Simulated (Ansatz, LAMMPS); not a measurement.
# Structural relaxation of glassy 68SiO2-14MgO-11ZnO-7BaO (mol %) (75 atoms), part 3 of 3

Wanted: the relaxed structure of glassy 68SiO2-14MgO-11ZnO-7BaO (mol %) (75 atoms) and its electronic structure.

Ansatz 0.2.0; Kohn-Sham DFT, PBE, PAW (set soft_2), plane waves.

The cell: 19 Si, 4 Mg, 3 Zn, 2 Ba and 47 O. The quench rate of 25 K/ps far exceeds what a furnace or splat quench reaches. The starting topology of bonds comes from the classical model. The Brillouin zone is sampled at Γ only, in a cell whose shortest periodic width is 10 Å. No spin–orbit coupling is included.

So far, density (g/cm³): step 5 (local order after relaxation) 2.67.

## (6) Single point at the relaxed geometry

One more single point at the end of the walk gives the fuller output and checks the residual forces.

Contents of input.yaml:

```yaml
crystal:
  lattice:
    - [10.4854, 0.0, 0.0]
    - [0.0, 10.4854, 0.0]
    - [0.0, 0.0, 10.4854]
  atoms:
    - { symbol: Si, position: [0.50158, 0.6674, 0.59266] }
    - { symbol: Si, position: [0.53197, 0.21891, 0.50458] }
    - { symbol: Si, position: [0.34228, 0.29809, 0.28524] }
    - { symbol: Si, position: [0.65068, 0.90206, 0.16025] }
    - { symbol: Si, position: [0.20498, 0.99858, 0.54461] }
    - { symbol: Si, position: [0.54, 0.96171, 0.68317] }
    - { symbol: Si, position: [0.06002, 0.91844, 0.895] }
    - { symbol: Si, position: [0.08827, 0.90415, 0.17709] }
    - { symbol: Si, position: [0.30206, 0.071, 0.81095] }
    - { symbol: Si, position: [0.46892, 0.57043, 0.88423] }
    - { symbol: Si, position: [0.18573, 0.64182, 0.86771] }
    - { symbol: Si, position: [0.07124, 0.15886, 0.34705] }
    - { symbol: Si, position: [0.85626, 0.3161, 0.84639] }
    - { symbol: Si, position: [0.3114, 0.59508, 0.36474] }
    - { symbol: Si, position: [0.9707, 0.51969, 0.03347] }
    - { symbol: Si, position: [0.41692, 0.28448, 0.98393] }
    - { symbol: Si, position: [0.0146, 0.63325, 0.3075] }
    - { symbol: Si, position: [0.69155, 0.19074, 0.04798] }
    - { symbol: Si, position: [0.7139, 0.65303, 0.05686] }
    - { symbol: Mg, position: [0.78155, 0.30349, 0.32513] }
    - { symbol: Mg, position: [0.37298, 0.89617, 0.29292] }
    - { symbol: Mg, position: [0.7761, 0.95821, 0.91048] }
    - { symbol: Mg, position: [0.724, 0.68429, 0.36312] }
    - { symbol: Zn, position: [0.63572, 0.41649, 0.63872] }
    - { symbol: Zn, position: [0.36545, 0.77065, 0.08391] }
    - { symbol: Zn, position: [0.18316, 0.7061, 0.58955] }
    - { symbol: Ba, position: [0.85464, 0.07828, 0.60611] }
    - { symbol: Ba, position: [0.17152, 0.33795, 0.65208] }
    - { symbol: O, position: [0.42929, 0.98383, 0.79553] }
    - { symbol: O, position: [0.74513, 0.40188, 0.78087] }
    - { symbol: O, position: [0.1917, 0.58058, 0.72586] }
    - { symbol: O, position: [0.15321, 0.60355, 0.39331] }
    - { symbol: O, position: [0.3618, 0.29157, 0.12993] }
    - { symbol: O, position: [0.93726, 0.95477, 0.8131] }
    - { symbol: O, position: [0.03588, 0.77804, 0.25197] }
    - { symbol: O, position: [0.12305, 0.77973, 0.8619] }
    - { symbol: O, position: [0.69901, 0.86794, 0.30067] }
    - { symbol: O, position: [0.55, 0.20945, 0.98321] }
    - { symbol: O, position: [0.68136, 0.26123, 0.47753] }
    - { symbol: O, position: [0.70235, 0.037, 0.08813] }
    - { symbol: O, position: [0.50541, 0.82128, 0.61669] }
    - { symbol: O, position: [0.24018, 0.8943, 0.15249] }
    - { symbol: O, position: [0.71857, 0.28696, 0.15946] }
    - { symbol: O, position: [0.68937, 0.60579, 0.19761] }
    - { symbol: O, position: [0.18498, 0.01183, 0.89018] }
    - { symbol: O, position: [0.48569, 0.59063, 0.73112] }
    - { symbol: O, position: [0.59252, 0.61605, 0.96047] }
    - { symbol: O, position: [0.47425, 0.32533, 0.60166] }
    - { symbol: O, position: [0.78956, 0.18837, 0.92223] }
    - { symbol: O, position: [0.53825, 0.07308, 0.57034] }
    - { symbol: O, position: [0.05625, 0.03589, 0.25402] }
    - { symbol: O, position: [0.93243, 0.3839, 0.96964] }
    - { symbol: O, position: [0.67704, 0.96086, 0.75029] }
    - { symbol: O, position: [0.71459, 0.81249, 0.04131] }
    - { symbol: O, position: [0.34659, 0.4477, 0.33241] }
    - { symbol: O, position: [0.33955, 0.66136, 0.92779] }
    - { symbol: O, position: [0.25437, 0.09716, 0.66388] }
    - { symbol: O, position: [0.89746, 0.62406, 0.40231] }
    - { symbol: O, position: [0.94689, 0.24343, 0.36421] }
    - { symbol: O, position: [0.11051, 0.55394, 0.96866] }
    - { symbol: O, position: [0.36279, 0.6379, 0.51259] }
    - { symbol: O, position: [0.85438, 0.61694, 0.99593] }
    - { symbol: O, position: [0.31086, 0.97086, 0.44149] }
    - { symbol: O, position: [0.13288, 0.87439, 0.60039] }
    - { symbol: O, position: [0.00872, 0.91414, 0.04309] }
    - { symbol: O, position: [0.49521, 0.89497, 0.14716] }
    - { symbol: O, position: [0.00379, 0.52877, 0.1872] }
    - { symbol: O, position: [0.19987, 0.24398, 0.3166] }
    - { symbol: O, position: [0.09292, 0.10053, 0.49376] }
    - { symbol: O, position: [0.44954, 0.21761, 0.3665] }
    - { symbol: O, position: [0.62098, 0.60584, 0.51899] }
    - { symbol: O, position: [0.42506, 0.42746, 0.92124] }
    - { symbol: O, position: [0.36505, 0.69823, 0.26649] }
    - { symbol: O, position: [0.32407, 0.21054, 0.88015] }
    - { symbol: O, position: [0.95833, 0.265, 0.74119] }
kpoints:
  mp_grid: { grid: [1, 1, 1] }
hamiltonian:
  xc: pbe
scf:
  occupations: { method: fixed }
output:
  forces: true
  stress: true
  populations: true
  dos:
    method: { smearing: { sigma: 0.08 } }
    de: 0.1
    projected: { site_lists: { Ba: [Ba], Mg: [Mg], O: [O], Si: [Si], Zn: [Zn] } }
  eigenvalues: true
  write_density: true
  write_potential: true
  volumetric_format: npy
  elf: true
```

Run with:

```console
> ansatz run input.yaml --threads 4 --pin off --max-ram 8192MiB --backend cpu --events-out ev --progress --plain --runs-dir out
```

Numbers of over 12 decimals in the logs are rounded to 6 here.

Output:

```text
[...]
Crystal: 75 atoms, lattice volume = 1152.803 Å³
Basis set: ecut = 420 eV, 22575 PW (Γ), exchange–correlation on 144×144×144 points (8 copies of the dense FFT grid, shifted against one another)
Bands: 302, of which v1, the nominal top of the filled ones, is band 227 counted from 1 (226 counted from 0)
Symmetry: 1 space group operations
[...]
k-points: 1
[...]
SCF iter   1: F=—  HF=-68379.685740 eV  |F-HF|=—  |Δ(HF+E_count)|=         —  Δρ=2.19e-3  dr2=9.72e-2  ethr=1.77e-3  ⟨swp⟩=4.0  Hψ=1162  notcnv=0  defer=72
[...]
SCF iter   9: F=-68379.673094 eV  HF=-68379.673094 eV  |F-HF|=3.62e-8  |Δ(HF+E_count)|=   1.45e-7  Δρ=2.94e-6  dr2=9.81e-8  ethr=2.20e-11  ⟨swp⟩=24.0  Hψ=3488  notcnv=0
SCF 1 converged in 9 iterations: F = -68379.673094 eV  dr2 = 9.81e-8
[...]
WARN: The input density's exchange-correlation potential varies sharply where the density is thin. Do not read a vacuum level from v_tot or v_xc, or from such a field of the output density. On a cell that repeats whose density bears no net charge and no dipole along the vacuum's axis use v_es (v_loc + v_h of the components); [...]
SCF converged after 9 iterations
Free energy (F): -68379.673094 eV
[...]
Internal energy: -68379.673094 eV  (E = F + TS)
E sigma→0 (E₀):  -68379.673094 eV
Fermi energy:    2.775575 eV
[...]
--- Forces (eV/Å), atoms counted from 1 ---
  atom   1  Si    -0.01504781     0.01146455     0.00390476
  atom   2  Si     0.00295351     0.00445335    -0.00010844
  atom   3  Si     0.01179855     0.00559604    -0.00403374
  atom   4  Si     0.00034608     0.00628973    -0.00892330
  atom   5  Si    -0.01070326     0.00169939    -0.00823869
  atom   6  Si     0.00121322     0.00788051    -0.02022408
  atom   7  Si    -0.00538992     0.01215543     0.00016759
  atom   8  Si     0.01085626     0.02031825     0.00015350
  atom   9  Si    -0.01158495    -0.00741704    -0.00936396
  atom  10  Si    -0.00462094     0.01360537     0.00518679
  atom  11  Si    -0.00241765    -0.00642622     0.00151856
  atom  12  Si     0.00607107     0.00695741     0.01290343
  atom  13  Si     0.03748107    -0.00677331    -0.02797325
  atom  14  Si    -0.00810734    -0.00390803     0.00784893
[...]
atom  74  O     -0.00963743     0.00794549    -0.01717475
  atom  75  O     -0.00992503    -0.00266123     0.00775109
  max |Σ_I F_I| component: 8.93e-5 eV/Å
--- Stress (GPa, compression-positive) ---
       -1.677973      -0.478586      -0.773322
       -0.478585      -1.556044       0.240865
       -0.773321       0.240863      -3.103681
  P = ⅓ Tr σ = -2.1126 GPa (-21.126 kbar)
--- Band table (eV) ---
[...]
--- Löwdin populations: 75 sites ---
  site symbol       q [e]
     0     Si      2.3149
     1     Si      2.3638
     2     Si      2.2255
[...]
74      O      7.0439
  spilling = 0.012068 (of n_electrons = 454.000000)
```

Elapsed: 14 s, on 4 threads of Arm Neoverse V2, shared host; peak memory 1.4 GiB.

The program notes that the exchange-correlation potential is rough where the density is thin.

Read from the output:

```yaml
free_energy: -68379.6731 eV
free_energy_per_atom: -911.7290 eV/atom
scf_cycles: 9
pressure: -2.113 GPa
r_m_s_force_component: 0.00873 eV/Å
longest_force: 0.04726 eV/Å
fermi_energy: 2.776 eV
spacing_of_highest_filled_and_lowest_empty_level: 3.361 eV
spilling_of_the_projection: 0.01207
```

Löwdin charges by element (they lack the spilled electrons, 0.073 e an atom on average):

```csv
element,coordination,atoms,mean charge (e),spread,least,most
Ba,all,2,1.86,0.0073,1.85,1.86
Mg,all,4,1.65,0.0106,1.64,1.66
O,all,47,-0.889,0.100,-1.06,-0.786
Si,all,19,1.71,0.0464,1.64,1.80
Zn,all,3,1.49,0.0096,1.48,1.51
```

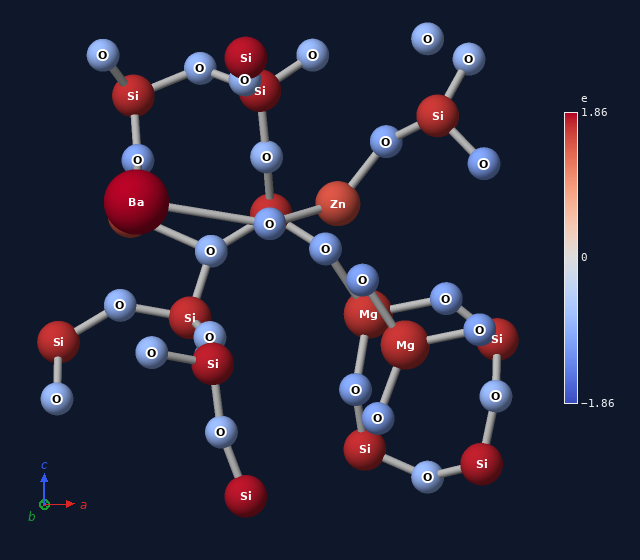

Atoms coloured by Löwdin charge. Drawn is a slice 6 Å thick, seen along the normal of the ac plane. Bonds to atoms that aren't drawn are left out.

States in the cell by windows of 1 eV, zero at the Fermi level; the larger projections on atomic orbitals stand beside the total:

```csv
from (eV),to (eV),total,O p,Si p,Zn d,O s
-18,-17,17.7,0.2,2.3,0.1,14.1
-17,-16,21.9,0.3,2.8,0.0,17.6
-16,-12,0.0,0.0,0.0,0.0,0.0
-12,-11,5.6,0.2,0.0,0.0,0.0
-11,-10,6.7,0.5,0.0,0.0,0.1
-10,-9,7.9,5.2,0.4,0.0,0.4
-9,-8,9.0,6.0,0.7,0.0,0.4
-8,-7,13.5,9.5,1.6,0.2,0.5
-7,-6,22.1,15.3,3.3,2.2,0.3
-6,-5,31.2,13.7,2.4,14.1,0.3
-5,-4,33.5,19.8,2.5,8.6,1.2
-4,-3,51.2,41.8,3.3,2.4,1.7
-3,-2,54.7,49.3,1.7,1.2,0.8
-2,-1,51.8,48.2,1.2,0.8,0.4
-1,0,35.9,34.1,0.6,0.3,0.1
0,1,0.8,0.8,0.0,0.0,0.0
1,3,0.0,0.0,0.0,0.0,0.0
3,4,2.0,0.1,0.0,0.0,0.4
4,5,4.0,0.6,0.3,0.0,0.5
```

The curve was stored every 0.100 eV, coarse against its broadening of 0.08 eV, so these counts are rough.

With fixed occupations the program's Fermi level is the highest filled level; weight inside the gap is the broadening of levels at its edges.

Between -26 and -18 eV lie 57 more states.

The stored curve holds about 421 of the 454 electrons; the rest, give or take the few that broadening carries across the Fermi level, lie in deeper levels below its range.

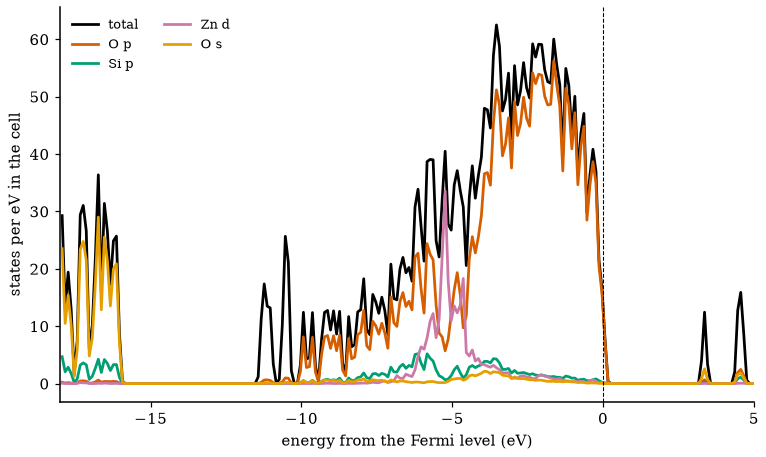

Total and projected density of states, with the broadening of the input.

The levels nearest the highest filled one (over half full), pooled over k-points and spins:

```csv
level less the highest filled one (eV),occupation
-0.381,2
-0.290,2
-0.250,2
-0.221,2
-0.116,2
0,2
3.36,0
4.49,0
4.61,0
5.28,0
5.55,0
5.61,0
```

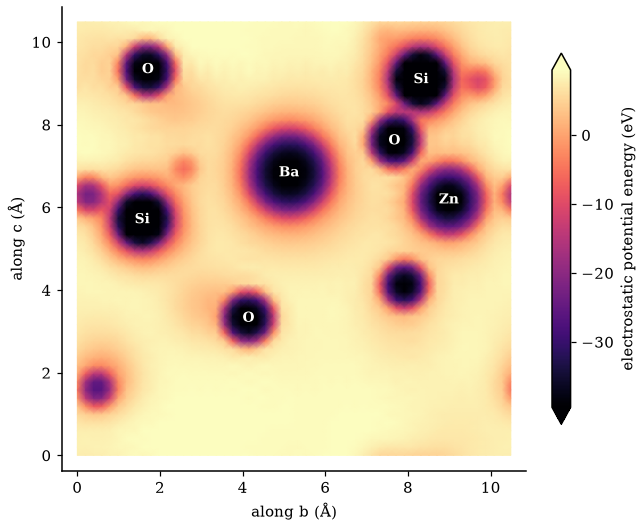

Electrostatic potential energy in the bc plane at fractional x = 0.186, with atoms of Si and Zn and Ba and O within 0.2 Å of it. With pseudopotentials it is smooth inside the atoms' cores, unlike the true potential. The map starts off the cell's origin, so that atoms lie inside it.

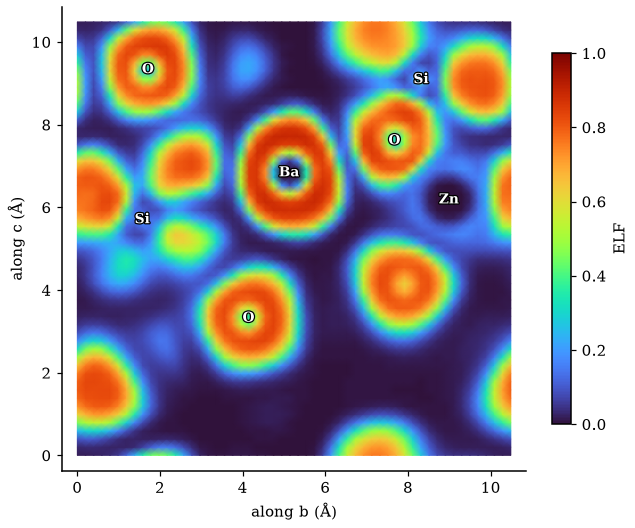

ELF in the bc plane at fractional x = 0.186, with atoms of Si and Zn and Ba and O within 0.2 Å of it. It is the smooth field of the valence electrons, not physical close to the nuclei. The map starts off the cell's origin, so that atoms lie inside it.

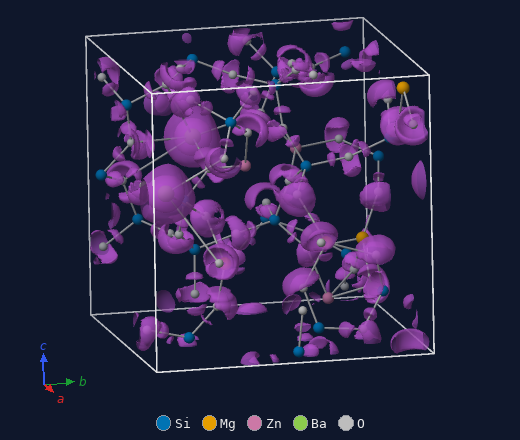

Surface of ELF = 0.83. Bonds to atoms that aren't drawn are left out.

Mean Löwdin charges: Ba +1.86, Mg +1.65, O -0.89, Si +1.71, Zn +1.49 e (they miss 1.2 % of the electrons, so they add up to more than the cell's charge).

Local excerpt of 8 atoms (numbers count through the whole input) about Ba28, one of the 2 Ba atoms; x, y, z are measured from there.

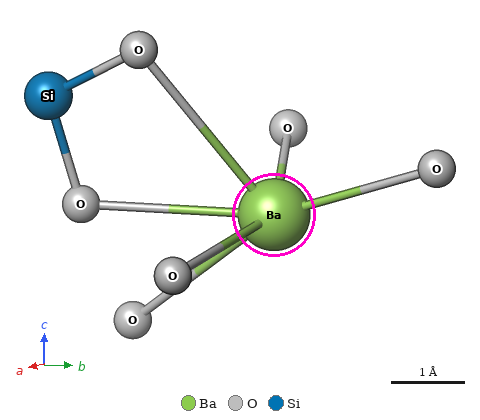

The atoms of the table, within 3.5 Å (arrows a, b, c point along x, y, z); some may hide others; the central atom is ringed.

```csv
atom,x,y,z,distance (Å),Löwdin charge (e)
Ba28,0.00,0.00,0.00,0.00,1.86
O75,-2.24,-0.76,0.93,2.54,-1.04
O31,0.21,2.54,0.77,2.67,-1.00
O57,0.87,-2.52,0.12,2.67,-0.86
O69,-0.82,-2.49,-1.66,3.10,-0.88
O74,1.60,-1.34,2.39,3.17,-0.81
O48,3.17,-0.13,-0.53,3.22,-0.98
Si9,1.37,-2.80,1.67,3.53,1.75
```

## (7) What came out

```
energy change in the relaxation                  : -47.66 meV/atom
r.m.s. displacement                              : 0.154 Å
largest displacement                             : 0.372 Å
free energy per atom                             : -911.7290 eV/atom
pressure                                         : -2.113 GPa
r.m.s. force component                           : 0.00873 eV/Å
gap (highest filled to lowest empty level) : 3.361 eV
wall time of the 3 DFT runs                      : 95 s
```

Relaxation lowers the energy by 47.7 meV/atom and moves atoms by 0.15 Å r.m.s.; the r.m.s. force component goes from 0.92 to 0.0087 eV/Å, the pressure goes from 1.1 to -2.1 GPa, and the gap from 2.72 to 3.36 eV. First to last step the energy falls by 3.574 eV; the largest move, 0.37 Å, is that of O40. Between filled and empty levels lie 3.36 eV (at Γ alone); a semilocal functional tends to put such gaps too low. In a disordered cell it changes from sample to sample, and tail or defect levels can set it.

Caveats: The starting topology of bonds comes from the classical model; in DFT atoms moved by 0.15 Å r.m.s. The pressure of -2.1 GPa shows the cell to be stretched for this functional.

[Logs are printed without paths, hosts, clocks, repeated set-up lines and the standing remarks that a program may print on its own settings, such as how far it seeks lower states.]

[Hosts, paths, dates, database ids (printed as entryN), source tags and the programs' standing remarks are cut or masked in the printed files.]
